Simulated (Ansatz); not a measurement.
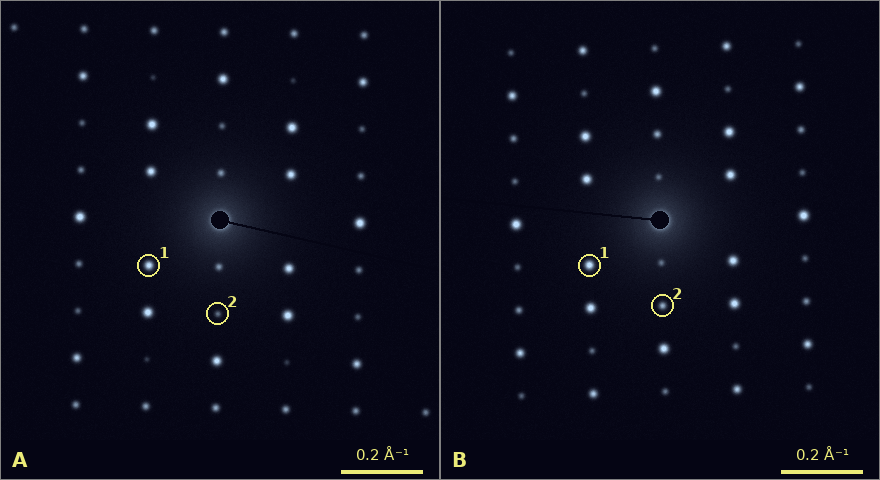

Kinematic electron diffraction patterns (120 kV, B = 0.5 Å², same scale) along [010] of the run's own cell, for the start and the end of one relaxation of CsLi2 with Ansatz, DFT PBE, scalar-relativistic, plane waves, PAW. k mesh 8×8×6. The start is a generated model structure, and the relaxation ends in the nearest stationary point of its symmetry, not necessarily the ground state. Spot 1 is -1 0 1 and spot 2 is 0 0 2 in both.

Start structure:

```yaml
crystal:
  lattice:
    - [5.75226, 0.00000, 0.00000]
    - [0.00000, 5.75226, 0.00000]
    - [0.00000, 0.00000, 8.57152]
  atoms:
    - { symbol: Cs, position: [0.00000, 0.50000, 0.65641] }
    - { symbol: Cs, position: [0.50000, 0.00000, 0.34359] }
    - { symbol: Li, position: [0.00000, 0.00000, 0.00000] }
    - { symbol: Li, position: [0.50000, 0.50000, 0.00000] }
    - { symbol: Li, position: [0.00000, 0.50000, 0.10776] }
    - { symbol: Li, position: [0.50000, 0.00000, 0.89224] }
```

> Which pattern belongs to the start structure, and which to the relaxed one?

A is the start: its cell gives d(1) = 4.776 Å, d(2) = 4.286 Å and an angle of 56.1°. B is the relaxed structure, with d(1) = 4.809 Å (+0.7 %), d(2) = 4.692 Å (+9.5 %) and 59.2°.

> Name reflections whose intensity changes strongly on relaxation.

0 0 2 goes from 3.5 to 18 % of the strongest spot; 0 0 4 goes from 19 to 4.9 % of the strongest spot; 2 0 -2 goes from 3 to 10 % of the strongest spot.

> Summarise the relaxation behind the change.

The volume changed by +3.8 % to 49.05 Å³ an atom; with the mean shift removed, the atoms moved by up to 0.17 Å relative to the cell (Cs most); the space group stayed P4/nmm (No. 129); the free energy fell by 3.2 meV an atom. Relaxed cell: a = 5.600 Å, b = 5.600 Å, c = 9.384 Å, α = 90.00°, β = 90.00°, γ = 90.00°.
